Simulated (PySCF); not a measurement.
## Electronic structure of C5H9NOSi2 in real space

```xyz
18

C     3.6821    0.2047   -0.7232
C     2.5865    0.2832   -0.2372
C     1.2869    0.4289    0.3488
O     1.0888    0.2983    1.5573
C     0.1725    0.6130   -0.5653
C    -0.9344    1.4086    0.1323
Si   -1.5216    0.0835    1.3958
Si   -0.5460   -1.2210   -0.2907
N    -1.3254   -1.6181   -1.7856
H     4.6353    0.1259   -1.1578
H     0.4582    0.9344   -1.5627
H    -1.7190    1.6681   -0.5787
H    -0.5507    2.3411    0.5468
H    -3.0067   -0.0007    1.3604
H    -1.1607    0.2193    2.7969
H     0.5005   -2.2447   -0.2214
H    -1.6733   -2.5548   -1.9055
H    -1.9819   -0.9635   -2.1810
```

Geometry: GFN2-xTB.

These are results of PBE0/pcSseg-1, SCF density, gas phase, non-relativistic (PySCF 2.14.0), not measurements.

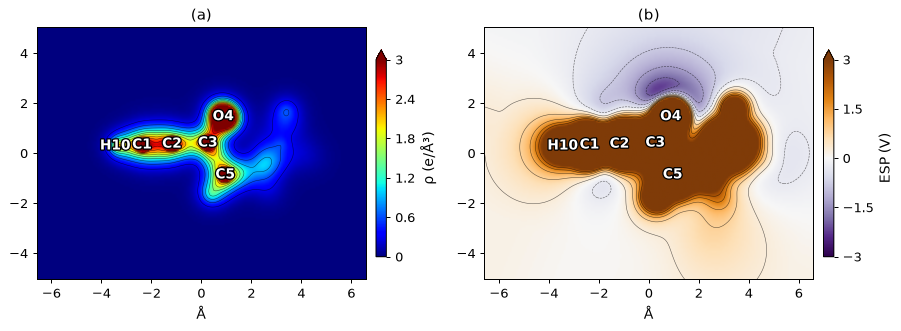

Figure 1. (a) electron density; (b) electrostatic potential on the plane of atoms C2, C3 and C5.

Q: Describe what can be read from this map.

A:
- Atoms in the plane: C, O and H.
- C–C (1.20 Å): ρ at the midpoint is about 2.7 e/Å³.
- C–O (1.23 Å): the density is about 3.1 e/Å³ at the midpoint.
- Outside the dense part of the molecule the potential is most negative (−2.2 V) near O4.

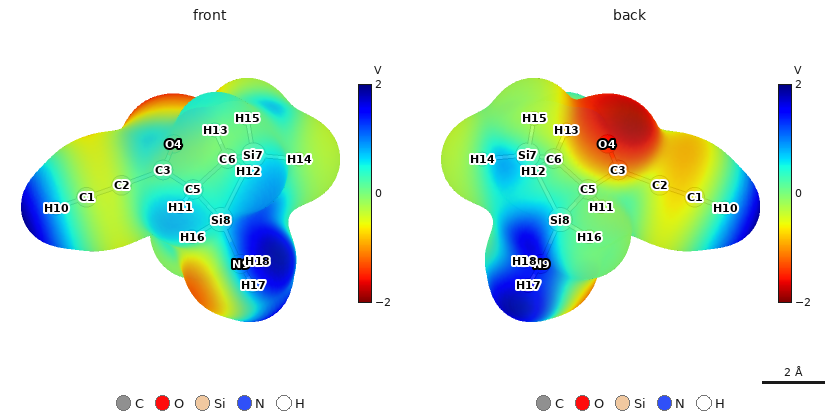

Figure 2. The electrostatic potential painted on the density surface at 0.002 e/bohr³, seen from the front and from behind; the colour scale runs from red (negative) to blue (positive).

Q: Where is the surface potential most negative and most positive?

A: The most negative region (about −1.8 V) lies over O4, the most positive (about +1.8 V) over H10, H17 and H18. O4 is the likeliest acceptor of a hydrogen bond.

Q: What dipole moment does the calculation give?

A: Its dipole moment is 3.29 D.
